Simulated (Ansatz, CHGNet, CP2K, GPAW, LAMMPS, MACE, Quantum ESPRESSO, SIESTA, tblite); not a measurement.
# Amorphous 43Bi2O3-57BaO (mol %) (99 atoms) in GPAW

Wanted: GPAW inputs and outputs for amorphous 43Bi2O3-57BaO (mol %) (99 atoms), checked against a plane-wave reference.

Program: GPAW 26.7.0. Level of theory: the method is named at each step. Results are calculated unless marked as measured.

### 1. The starting structure

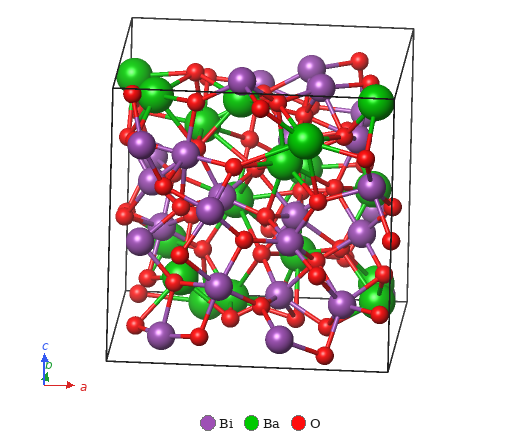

Start, viewed slightly off an axis; bismuth purple, barium green, oxygen red.

The cell holds 99 atoms: 26 Bi, 17 Ba and 56 O. Cell: a = 11.971 Å, b = 11.971 Å, c = 11.971 Å, α = 90.0°, β = 90.0°, γ = 90.0°. 99 atoms (26 Gd, 17 Ba, 56 O) placed at random at 7.52 g/cm³, melted at 5000 K for 10 ps at fixed volume with the Morse and Coulomb pair potential with partial charges (Pedone, Malavasi, Menziani, Cormack and Segre, J. Phys. Chem. B 110, 11780 (2006)). Quenched from 5000 K to 300 K at 50 K/ps and fixed volume, held 5 ps, then minimised at fixed cell. Then Gd was replaced by Bi and the cell scaled by 1.02 (the potential has no terms for the new elements, so the cell is a start for a DFT relaxation).

The yardstick, on the same geometry:

```
method                                           : Kohn-Sham DFT, PBE, SSSP efficiency 1.3.0 pseudopotentials, plane waves (Quantum ESPRESSO 7.5); sssp-pbe-1.3.0-efficiency, cutoffs 60/480 Ry, Γ point
r.m.s. force component                           : 0.5578 eV/Å
longest force                                    : 2.667 eV/Å
pressure                                         : 7.43 GPa
gap (highest filled to lowest empty level) : 1.232 eV
time                                             : 48 min on 1 thread of Arm Neoverse V1, shared host
CPU time                                         : 48 min
```

### 2. PBE, LCAO dzp, h 0.18 Å

Method: Kohn-Sham DFT, PBE, PAW, atomic orbitals (dzp).

Input file run.py:

```python
import numpy as np
from ase.io import read
from gpaw import GPAW, FermiDirac

atoms = read("structure.xyz")
atoms.calc = GPAW(
    mode="lcao",
    basis="dzp",
    h=0.18,
    xc="PBE",
    kpts={"size": (1, 1, 1), "gamma": True},
    occupations=FermiDirac(0.05),
    maxiter=200,
    symmetry={"point_group": False},
    txt="gpaw.txt",
)
energy = atoms.get_potential_energy(force_consistent=True)
forces = atoms.get_forces()
print(f"energy {energy:.6f} eV")
print("forces (eV/A)")
for i, (a, f) in enumerate(zip(atoms, forces)):
    print(f"{i:4d} {a.symbol:2s} {f[0]:10.5f} {f[1]:10.5f} {f[2]:10.5f}")
print(f"Fermi level {atoms.calc.get_fermi_level():.4f} eV")
for k in range(len(atoms.calc.get_ibz_k_points())):
    for s in range(atoms.calc.get_number_of_spins()):
        e = atoms.calc.get_eigenvalues(kpt=k, spin=s)
        n = np.searchsorted(e, atoms.calc.get_fermi_level())
        print(f"k {k} spin {s} levels about the Fermi level:", np.round(e[max(n - 6, 0):n], 4).tolist(), "|", np.round(e[n:n + 6], 4).tolist())
```

Input file structure.xyz:

```xyz
99
Lattice="11.97103 0.00000 0.00000 0.00000 11.97103 0.00000 0.00000 0.00000 11.97103" Properties=species:S:1:pos:R:3 pbc="T T T"
Bi 2.96810 3.21721 8.34333
Bi 10.48926 11.92542 3.99832
Bi 1.25025 0.44891 9.40205
Bi 1.12959 2.90226 4.53439
Bi 10.04537 10.89579 8.48124
Bi 1.09691 11.35165 6.08787
Bi 9.78787 2.70940 2.17609
Bi 7.48441 2.88095 4.77644
Bi 7.87251 8.91195 10.82265
Bi 7.12647 8.79907 7.70731
Bi 4.61615 1.30891 3.12228
Bi 1.69749 8.42066 3.78428
Bi 2.14988 2.51344 0.55234
Bi 10.93350 2.62836 7.39367
Bi 10.39301 5.37619 4.62573
Bi 7.45939 6.71479 4.94416
Bi 5.56162 11.44909 9.41773
Bi 5.30412 2.78817 11.76668
Bi 10.87616 11.81337 0.30035
Bi 7.32340 0.17490 1.19363
Bi 4.20447 0.86419 6.53115
Bi 10.04884 6.54372 8.45622
Bi 6.97384 5.05297 1.88113
Bi 4.41719 5.51398 5.95750
Bi 8.51116 5.47902 10.91830
Bi 1.39522 5.93033 6.40773
Ba 1.81517 11.65547 2.36105
Ba 0.36907 8.71347 10.25678
Ba 3.30317 8.86383 8.22122
Ba 11.07883 5.93224 1.54307
Ba 1.46669 5.65679 10.26659
Ba 3.55815 10.38080 0.06584
Ba 7.09212 4.40917 7.87933
Ba 10.84204 8.78865 1.57228
Ba 7.50332 11.77399 5.73879
Ba 2.72449 5.39091 2.40606
Ba 4.74532 7.79123 0.97277
Ba 11.00257 3.13198 10.97923
Ba 7.48022 9.10361 2.67684
Ba 8.13850 1.81672 9.50500
Ba 4.75453 9.39139 4.84659
Ba 5.07428 6.22972 10.08033
Ba 10.61603 8.62094 5.74669
O 0.26971 6.97061 8.03998
O 8.54181 4.47022 3.57886
O 9.36984 10.92201 2.07673
O 3.28677 5.58269 8.02322
O 11.74047 4.30203 6.12677
O 3.34375 3.27551 10.63949
O 9.07320 4.34261 0.74460
O 8.67912 2.45334 6.71647
O 7.55827 8.98713 5.43868
O 1.21063 7.48932 1.75064
O 0.40821 10.61447 8.26983
O 6.24373 0.81930 11.10995
O 2.18507 1.12815 7.45699
[... 39 atom lines left out ...]
O 11.49602 1.09762 2.21703
O 2.77225 3.88316 5.86724
O 2.08128 9.33513 5.89932
O 9.13725 6.17011 6.37182
```

Command:

```sh
$ OMP_NUM_THREADS=1 python run.py > output.txt
```

The log of the run:

```text
energy -529.710448 eV
forces (eV/A)
   0 Bi    0.17157    0.07597   -0.22966
   1 Bi    0.23734    0.11172   -0.20435
   2 Bi    0.29893   -0.11573   -0.61429
   3 Bi    0.40667   -0.05733    0.00073
   4 Bi   -0.25362    0.15561    0.09769
   5 Bi    0.46864   -0.25248   -0.08930
   6 Bi   -0.27791   -0.44156    0.42390
   7 Bi    0.26148    0.85942    0.01311
   8 Bi    0.48258    0.24547    0.54968
   9 Bi    0.47307   -0.40487   -0.25369
  10 Bi    0.64506    0.45866   -0.13417
  11 Bi   -0.30462   -0.01329   -0.18210
  12 Bi   -0.15572    0.00587   -0.43727
  13 Bi    0.12936   -0.00652   -0.11542
  14 Bi   -0.09692   -0.32456    0.70826
  15 Bi    0.12579   -0.23526    0.14185
  16 Bi    0.00379    0.30512   -0.69224
  17 Bi    0.22293    0.24765    0.15556
  18 Bi   -0.44322    0.24392   -0.63090
  19 Bi    0.08073    0.40284   -0.15769
  20 Bi    0.37521    0.13721    0.31654
  21 Bi    0.15303   -0.09667   -0.22554
  22 Bi   -0.26776   -0.13410    0.00239
  23 Bi   -0.20728   -0.33611    0.23559
[...]
91 O    -0.91353    1.53587   -0.28255
  92 O    -1.16189    0.36210   -1.15450
  93 O    -0.39506    0.48820    1.11390
  94 O     0.38095   -0.55440    0.26199
  95 O     0.82958   -0.31216    0.19419
  96 O    -0.47886   -0.34514    0.04444
  97 O     0.96669   -0.29699    0.82872
  98 O    -0.00927    0.10876    1.04930
Fermi level 8.7351 eV
k 0 spin 0 levels about the Fermi level: [7.5838, 7.781, 7.8185, 7.8393, 7.9148, 8.1463] | [9.3263, 9.4697, 9.5778, 9.6698, 9.7784, 9.8423]
```

gpaw.txt:

```text
Input parameters:
  mode=LCAO(),
  basis={'default': 'dzp'},
  h=0.18,
  kpts=MonkhorstPack(size=(1, 1, 1), gamma=True),
  maxiter=200,
  occupations=Occupations(name='fermi-dirac', width=0.05, fixmagmom=False),
  symmetry=Symmetry(point_group=False),
  xc=XC(name='PBE')
Unit cell  # Å
| periodic |         x |         y |         z |   lengths |    angles |
|----------|-----------|-----------|-----------|-----------|-----------|
|      yes | 11.971030 |  0.000000 |  0.000000 | 11.971030 | 90.000000 |
|      yes |  0.000000 | 11.971030 |  0.000000 | 11.971030 | 90.000000 |
|      yes |  0.000000 |  0.000000 | 11.971030 | 11.971030 | 90.000000 |
Number of symmetries: 1
Symmetry operations  # r_c * U_cc + t_c -> r_c
|   | kind |            matrix            |
|---|------|------------------------------|
| 0 |  E   |  1, 0, 0,  0, 1, 0,  0, 0, 1 |
BZ-sampling:
  Number of BZ points: 1
  Number of IBZ points: 1
  Monkhorst-Pack size: [1, 1, 1]
  Monkhorst-Pack shift: [0, 0, 0]
[... lines left out ...]
  Fermi-Dirac:
    width: 0.0500  # eV
FastPoissonSolver using
    Stencil: 6*3+1=19 point O(h^6) finite-difference Laplacian
xc functional:
  name: PBE with 2 nearest neighbor stencil
interpolation: tri-quintic # 5. degree polynomial
Initialization done in: 20.497 s
convergence criteria:
- Maximum [total energy] change in last 3 cyles: 0.0005 eV / valence electron
- Maximum integral of absolute [dens]ity change: 0.0001 electrons / valence electron
- Maximum integral of absolute [eigenst]ate change: 4e-08 eV^2 / valence electron
maximum number of iterations: 200
SCF iterations
|iter     |      energy | eigst |  dens |
|---------|-------------|-------|-------|
|iter:   1| -609.376886 |      c|       |
|iter:   2| -585.485817 |      c| -0.96 |
|iter:   3| -531.455054 |      c| -1.03 |
|iter:   4| -530.203661 |      c| -1.55 |
|iter:   5| -530.274591 |      c| -1.77 |
|iter:   6| -529.725870 |      c| -2.09 |
|iter:   7| -529.720045 |      c| -2.67 |
|iter:   8| -529.710921c|      c| -2.88 |
|iter:   9| -529.710829c|      c| -3.23 |
|iter:  10| -529.710446c|      c| -3.62 |
|iter:  11| -529.710445c|      c| -3.95 |
|iter:  12| -529.710438c|      c| -4.22c|
Converged in 12 steps
SCF loop duration: 740.766 s (61.731 s/step)
Energy contributions relative to reference atoms: (reference = -19082069.008319)
Energy contributions:
  Kinetic:        1300.891574
  Coulomb:       -1163.721456
  Zero:              8.720587
  External:          0.000000
  Xc:             -675.601132
  Entropy:          -0.000020
  Spinorbit:         0.000000
  ----------------------------
  Free energy:    -529.710448
  Extrapolated:   -529.710438
dipole moment: (-32.465554, 148.888220, -139.999735)  # |e|*Ang
Fermi level: 8.735
Eigenvalues  # (at kpt = [0.000, 0.000, 0.000])
| band index |      eig [eV] | occ [0-2] |
|------------|---------------|-----------|
|          0 |       -20.224 |     2.000 |
|        ... |               |           |
|        440 |         7.506 |     2.000 |
|        441 |         7.544 |     2.000 |
[...]
|        455 |         9.999 |     0.000 |
|        ... |               |           |
|        541 |        13.411 |     0.000 |
Gap: 1.180 eV
Transition (v -> c):
  (s=0, k=0, n=447, [0.00, 0.00, 0.00]) -> (s=0, k=0, n=448, [0.00, 0.00, 0.00])
No difference between direct/indirect transitions
Force computation time: 149.811  # s
timing:  # [seconds]
  Total:  911.110  # ━━━━━━━━━━━━━━━━━━━━━━━━━━━━━━━━━━━━━━━━━━━━━━━━━━━━━━━━
  Init:    20.496  # ━╸
  SCF:    740.766  # ━━━━━━━━━━━━━━━━━━━━━━━━━━━━━━━━━━━━━━━━━━━━━╸
  Forces: 149.811  # ━━━━━━━━━
```

Run time: 15 min. Hardware: 1 thread of Arm Neoverse V1, shared host; peak memory 3.1 GiB.

Banners, paths, timers and routine set-up lines are dropped from the logs unmarked, and long logs keep their key lines alone; longer cuts are marked.

Against the reference:

```
r.m.s. force component                           : 0.6238 eV/Å
r.m.s. difference of force components            : 98.61 meV/Å
longest difference of force vectors              : 330.6 meV/Å
force difference over r.m.s. force               : 17.68 %
slope of forces against the reference's          : 1.11
correlation of force components                  : 0.9923
gap (highest filled to lowest empty level) : 1.18 eV
gap difference                                   : -0.0524 eV
```

Length of the force difference by element (eV/Å):

```
element  atoms  mean  most
     Ba     17  0.11  0.28
     Bi     26  0.13  0.26
      O     56  0.18  0.33
```

Levels nearest the highest filled one (eV from it): -0.56, -0.37, -0.33, -0.31, -0.23, 0.00, 1.18, 1.32, 1.43, 1.52, 1.63, 1.70.

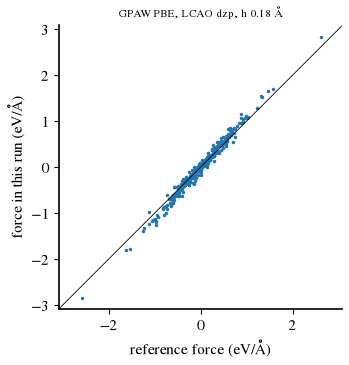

Force components against those of the reference; the line marks equality.

The surroundings of Ba30, which bears the longest force, nearest first, numbered as they follow in the input and with coordinates relative to it.

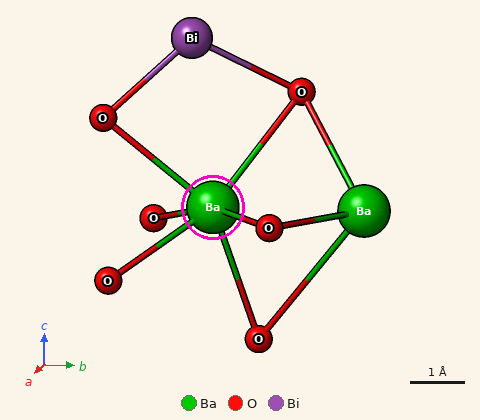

The atoms of the table, within 3.2 Å (arrows a, b, c point along x, y, z); some may hide others; the central atom is ringed.

```
atom      x      y      z  distance (Å)  bonds     Fx     Fy  Fz (eV/Å)
Ba30   0.00   0.00   0.00          0.00      6   0.49  -2.85      -0.52
 O53   2.10   1.56   0.21          2.62      4  -0.30  -0.67      -0.40
 O92   1.83  -1.61  -1.06          2.65      5  -0.91   1.54      -0.28
 O50  -2.01  -1.59  -0.80          2.68      5   0.60   0.11       0.40
 O84   0.39  -2.02   1.72          2.68      4   0.48   0.16      -0.78
 O83  -0.56   0.76  -2.65          2.81      5   1.52   0.54       0.76
 O61  -1.68   1.33   1.90          2.86      6   0.31   0.96      -0.41
Ba34  -0.24   2.86   0.03          2.87      6   0.06   2.83       0.24
Bi15  -0.69  -0.56   3.08          3.21      6  -0.10  -0.32       0.71
```

Atoms are counted from 1 here, from 0 in the log.

Forces lie 18 % from the reference's, at 0.32 times its CPU time.

### 3. PBE, LCAO dzp, h 0.18 Å, other mixer settings

Method: Kohn-Sham DFT, PBE, PAW, atomic orbitals (dzp).

run.py: that of step 2 with these lines changed.

```diff
@@ -2,3 +2,4 @@
 from ase.io import read
-from gpaw import GPAW, FermiDirac
+from gpaw import GPAW, FermiDirac, Mixer
+from ase.parallel import parprint as print
 
@@ -12,2 +13,3 @@
     occupations=FermiDirac(0.05),
+    mixer=Mixer(0.1, 5, 50),
     maxiter=200,
```

structure.xyz is that of step 2.

Command:

```sh
$ OMP_NUM_THREADS=1 mpirun -np 2 gpaw python run.py > output.txt
```

The log of the run:

```text
energy -529.710432 eV
forces (eV/A)
   0 Bi    0.17208    0.07963   -0.22610
   1 Bi    0.23758    0.10900   -0.20600
   2 Bi    0.29614   -0.12127   -0.61668
   3 Bi    0.40281   -0.05712    0.00019
   4 Bi   -0.25082    0.15880    0.09490
   5 Bi    0.46910   -0.25104   -0.08989
   6 Bi   -0.27158   -0.44457    0.42851
   7 Bi    0.26262    0.86101    0.01710
   8 Bi    0.47683    0.24573    0.55188
   9 Bi    0.47111   -0.40582   -0.25354
  10 Bi    0.64625    0.45143   -0.13191
  11 Bi   -0.30482   -0.01220   -0.18584
[...]
94 O     0.38022   -0.55210    0.26276
  95 O     0.82810   -0.30975    0.19216
  96 O    -0.47827   -0.34563    0.04452
  97 O     0.96444   -0.29440    0.82953
  98 O    -0.00830    0.10959    1.04774
Fermi level 8.7347 eV
k 0 spin 0 levels about the Fermi level: [7.5835, 7.7809, 7.8183, 7.839, 7.9145, 8.1461] | [9.3258, 9.4693, 9.5774, 9.6695, 9.7782, 9.842]
```

gpaw.txt:

```text
Input parameters:
  mode=LCAO(),
  basis={'default': 'dzp'},
  h=0.18,
  kpts=MonkhorstPack(size=(1, 1, 1), gamma=True),
  maxiter=200,
  mixer=Pulay(name='pulay', nmaxold=5, beta=0.1, weight=50, sigma=0.015, g_ss=None),
  occupations=Occupations(name='fermi-dirac', width=0.05, fixmagmom=False),
[... lines left out ...]
  Fermi-Dirac:
[... lines left out ...]
convergence criteria:
- Maximum [total energy] change in last 3 cyles: 0.0005 eV / valence electron
[... lines left out ...]
Converged in 15 steps
[... lines left out ...]
  Free energy:    -529.710432
[... lines left out ...]
dipole moment: (-32.464734, 148.887539, -140.000801)  # |e|*Ang
Fermi level: 8.735
Eigenvalues  # (at kpt = [0.000, 0.000, 0.000])
| band index |      eig [eV] | occ [0-2] |
|------------|---------------|-----------|
|          0 |       -20.224 |     2.000 |
|        ... |               |           |
|        440 |         7.506 |     2.000 |
|        441 |         7.544 |     2.000 |
[...]
|        455 |         9.999 |     0.000 |
|        ... |               |           |
|        541 |        13.411 |     0.000 |
Gap: 1.180 eV
Transition (v -> c):
  (s=0, k=0, n=447, [0.00, 0.00, 0.00]) -> (s=0, k=0, n=448, [0.00, 0.00, 0.00])
No difference between direct/indirect transitions
Force computation time: 74.812  # s
```

Wall time 9.8 min (2 MPI ranks); peak memory 3.5 GiB.

Against the reference:

```yaml
r_m_s_force_component: 0.6229 eV/Å
r_m_s_difference_of_force_components: 97.35 meV/Å
longest_difference_of_force_vectors: 327.1 meV/Å
force_difference_over_r_m_s_force: 17.45 %
slope_of_forces_against_the_reference_s: 1.108
correlation_of_force_components: 0.9925
spacing_of_highest_filled_and_lowest_empty_level: 1.18 eV
gap_difference: -0.0527 eV
energy_less_the_same_level_run_s: 0.0002 meV/atom
r_m_s_force_difference_from_the_same_level_run: 2.464 meV/Å
```

Against the first run (18 %), the force difference from the reference is 17 %, at 1.3 times the CPU time (on 2 against 1 cores): another solver or mixer reaches the same state.

[end of part 1 of 2]

[Also dropped from logs without a mark: logging warnings of Python, and SIESTA's first energy breakdown and zero terms.]

[Logs are printed without paths, hosts, clocks, repeated set-up lines and the standing remarks that a program may print on its own settings, such as how far it seeks lower states.]

[Hosts, paths, dates, database ids (printed as entryN), source tags and the programs' standing remarks are cut or masked in the printed files.]
